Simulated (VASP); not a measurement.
Band structure of YB$_{2}$ (space group P6/mmm). All values below come from PBEsol GGA, VASP's PBE PAW potentials (set 64) (plane waves; VASP 6.6.1).

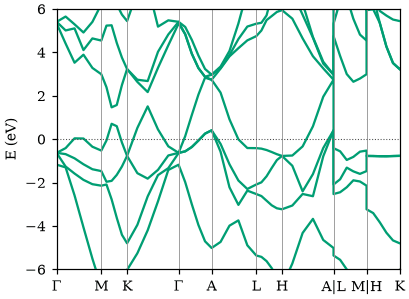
Fig. 1. Bands along high-symmetry lines, zero at the valence-band maximum or, without a gap, the Fermi level

Read the plot: is there a gap, and where are the band edges?

It has no gap at this level: it comes out as a metal or semimetal.

The structure comes from a computed database's YB2 entry (P6/mmm); how it stands against other phases isn't given here. The cell was not relaxed at this level. The electron count is odd and the run is not spin-polarised, which forces a metal.
